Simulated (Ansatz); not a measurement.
C2H4BF (SMILES FB1CC1)

```csv
atom,x (Å),y (Å),z (Å)
F,-2.2030,0.4907,0.3158
B,-0.9377,0.2063,0.1313
C,0.4932,0.6863,0.0758
C,0.1152,-0.8323,-0.1751
H,0.8693,1.2367,-0.7822
H,1.0505,0.8998,0.9838
H,0.2615,-1.2039,-1.1855
H,0.4430,-1.5410,0.5804
```

Geometry: PBE0-D4/def2-TZVP.

The calculation used RKS PBE0-D4/def2-TZVPP (Ansatz).

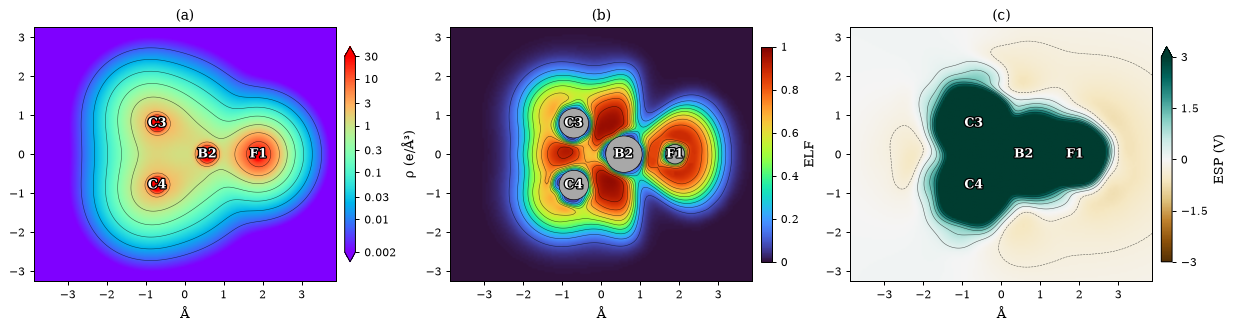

Figure 1. (a) total electron density; (b) ELF; (c) electrostatic potential on the plane of atoms B2, C4 and C3. Grey discs cover the atomic cores in the ELF map.

> What does the map show?

- Atoms in the plane: F, B and C.
- B–F (1.31 Å): ρ is about 2.3 e/Å³ halfway; the ELF peaks at about 0.85 between the atoms (a polar covalent bond).
- C–B (1.51 Å): ρ at the midpoint is about 1.5 e/Å³; the ELF peaks at about 0.90 between the atoms; a covalent bond.
- C–C (1.58 Å): ρ is about 1.4 e/Å³ halfway; the ELF peaks at about 0.90 between the atoms; localised, covalent bonding.
- The ELF also peaks beside F1, away from the bonds: lone-pair regions.
- Outside the dense part of the molecule the potential is most negative (−0.7 V) near F1.

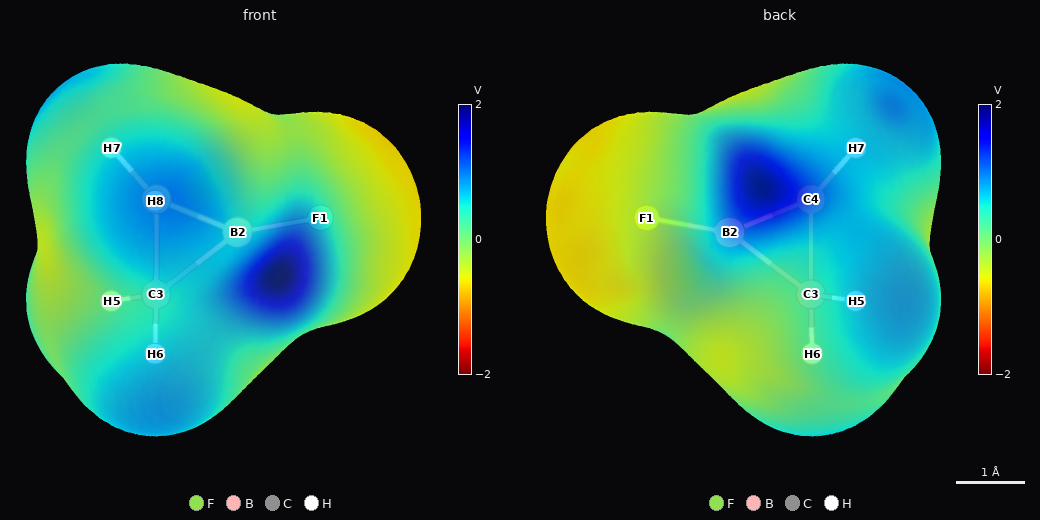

Figure 2. The molecular electrostatic potential painted on the density surface at 0.002 e/bohr³, seen from the front and from behind; red is negative and blue positive.

> Describe the electrostatic potential map.

The most negative region (about −0.7 V) lies over F1, the most positive (about +1.9 V) over B2.

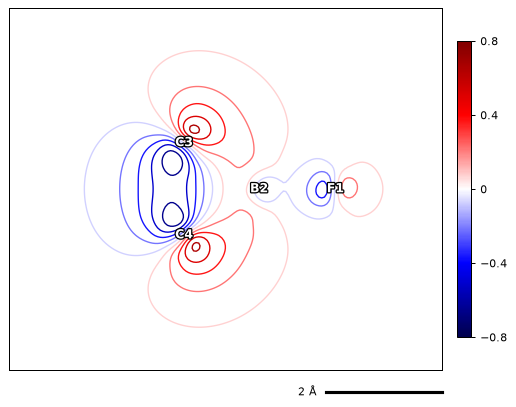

Figure 3. The HOMO−1 on the plane of atoms F1, B2 and C3 (values in Å⁻³ᐟ²; the overall sign is arbitrary).

> Describe this orbital and give its energy.

It lies mainly on C4 (about 35 %), C3 (about 35 %) and B2 (about 15 %). Its energy is −8.61 eV.
